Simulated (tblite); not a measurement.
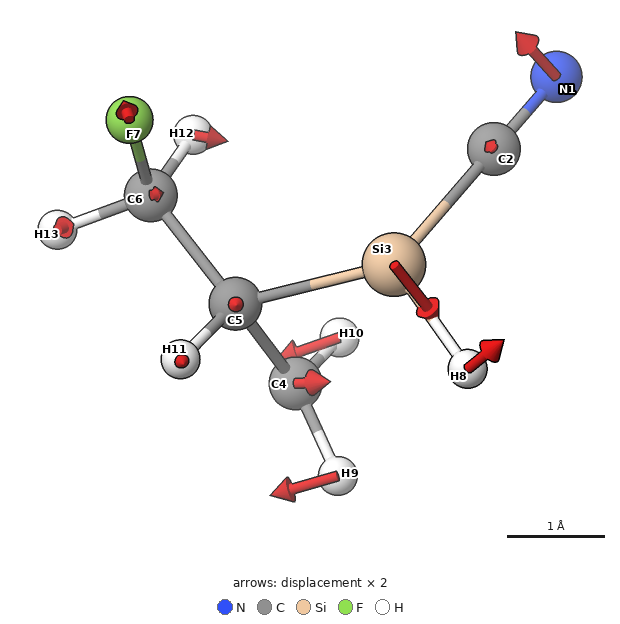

This is a relaxation of C₄H₆FNSi. The starting structure is drawn; red arrows show the displacements, 2 times their true length. The two geometries are superimposed by the best rigid fit.

Style: ball-and-stick. Shown face on.

All numbers below come from tblite, GFN2-xTB geometry optimisation, gas phase. 

Describe the change and its energy.

Over 70 geometry steps the energy falls by 128.0 kJ/mol. The atom that moves furthest after the best rigid fit is Si3 (0.47 Å). By element the largest moves are Si 0.47 Å, N 0.39 Å, H 0.38 Å, C 0.22 Å, F 0.15 Å. Near-neighbour distances that change, for instance: Si3–C4 2.293 → 1.886 Å, Si3–C5 1.788 → 1.894 Å, C4–C5 1.494 → 1.537 Å, Si3–H8 1.477 → 1.447 Å. New bonds form: Si3–C4 (2.29 → 1.89 Å). Bond angles that change, for instance: Si3–C5–C4 88.2° → 65.7°, C5–Si3–H8 116.8° → 123.8°, C6–C5–H11 106.4° → 111.8°. Cost: 0.66 s on 1 thread of Arm Neoverse N1, on a shared host.
